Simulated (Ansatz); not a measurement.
## Computed map of one atom of the cell: InAs (zinc blende)

Starting cell, InAs (zinc blende):

```yaml
crystal:
  lattice:
    - [0.00000, 3.05455, 3.05455]
    - [3.05455, 0.00000, 3.05455]
    - [3.05455, 3.05455, 0.00000]
  atoms:
    - { symbol: As, position: [0.75000, 0.75000, 0.75000] }
    - { symbol: In, position: [0.00000, 0.00000, 0.00000] }
```

In this cell atom 2 (In, nearest neighbour As at 2.645 Å; its periodic images, 4.3 Å or more away, move with it) is moved by u·(1.000, 0.000, 0.000) + v·(0.000, 0.000, 1.000); the rest is frozen.

The numbers are results of r2SCAN (plane waves to 500 eV, PAW, scalar-relativistic; Ansatz, a first-principles code), not measurements. k mesh 8×8×8 (Γ-centred), Fermi-Dirac smearing 0.05 eV. E stands for the smeared free energy. Points where atoms come too close for the PAW data are left out (x in tables, blank in figures). As the smearing reaches across the gap at some points, energies and forces of such displacements shift with the k mesh and the smearing. Fu and Fv are the components of the force on the atom. InAs was relaxed with its symmetry unable to fall. The zero of ΔE is the undisplaced structure. Axes are in Å.

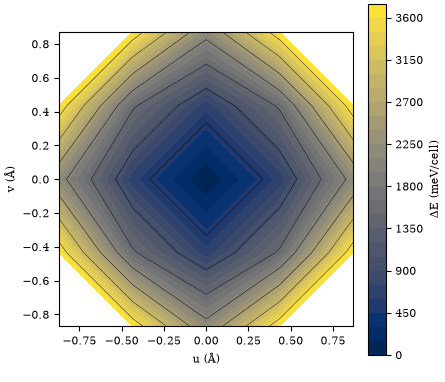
*ΔE (meV/cell) over the 5×5 grid of computed points.*

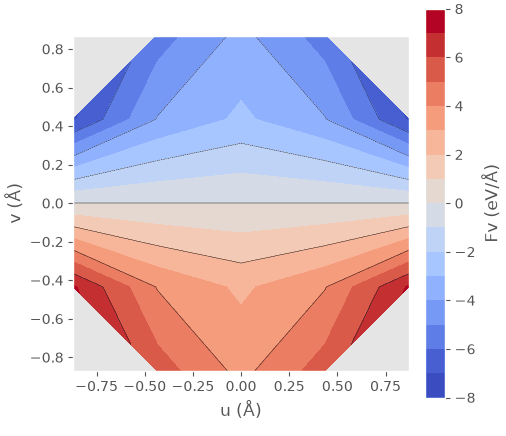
Fig. 1. Fv (eV/Å) over the 5×5 grid of computed points.

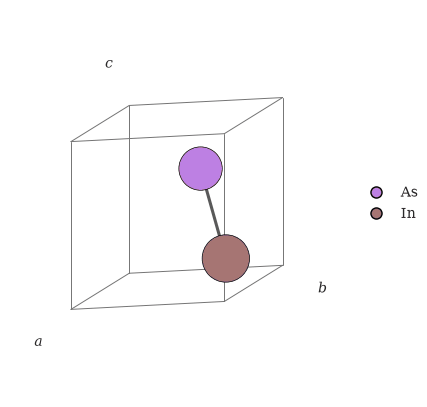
*The cell of the calculation at u = 0.435 Å, v = -0.870 Å.*

Lowest place on the grid: u = 0.000 Å, v = 0.000 Å (0 meV/cell).

(For displaced atoms, the force is minus the slope of the energy, and its curvature is a force constant, which sets phonon frequencies.)
